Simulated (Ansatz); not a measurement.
# GeH2Cl (SMILES [Cl][GeH2]): methods side by side

The species is GeH2Cl (4 atoms), meant as a doublet with charge 0. SMILES: `[Cl][GeH2]`. The coordinates come from a PBE0-D4/def2-TZVP relaxation.

Quantity: the vertical ionisation energy (to the singlet cation), in eV. The values are calculated.

| level | kind | program | value (eV) | less FCI/STO-3G | CPU time (all runs) |
| --- | --- | --- | --- | --- | --- |
| U-revPBE/STO-3G | GGA | Ansatz | 7.20 | +0.79 | 3.6 s |
| UPBE/STO-3G | GGA | Ansatz | 7.20 | +0.79 | 3.6 s |
| U-r2SCAN0/STO-3G | hybrid meta-GGA | Ansatz | 7.56 | +1.15 | 11 s |
| U-wB97X/STO-3G | range-separated hybrid | Ansatz | 7.54 | +1.13 | 20 s |
| UCAM-B3LYP/STO-3G | range-separated hybrid | Ansatz | 7.49 | +1.08 | 5.1 s |
| UHSE06/STO-3G | range-separated hybrid | Ansatz | 7.40 | +0.99 | 4.8 s |
| UMP2/STO-3G | perturbation theory | Ansatz | 6.63 | +0.22 | 0.53 s |
| FCI/STO-3G | exact in the basis | Ansatz | 6.41 | 0.00 | 9.8 s |

FCI/STO-3G is exact within its basis and frozen core, so for wave-function methods in that basis the difference is their error; functionals converge differently with the basis, so for them it is only a difference. All-electron rows without a relativistic Hamiltonian named are non-relativistic. The values span 6.41 to 7.56 eV. All rows use very small basis sets, so even the best lies far from the true value. In the correlated wave-function rows the outer d shell of Ge is correlated, in sets not made for it. Times are those of the runs behind each value, whatever else they computed, on shared processors of several kinds: orders of magnitude only.

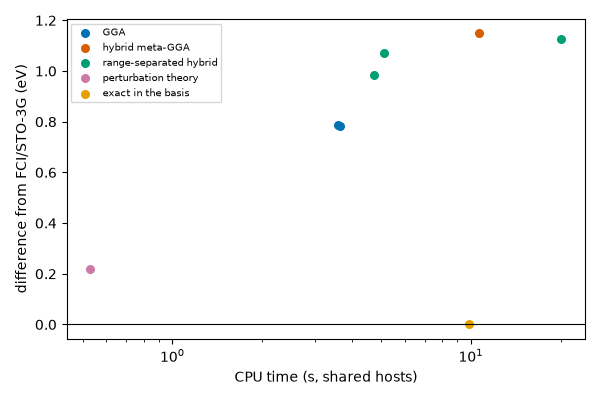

Difference from FCI/STO-3G against processor time, one point a level.
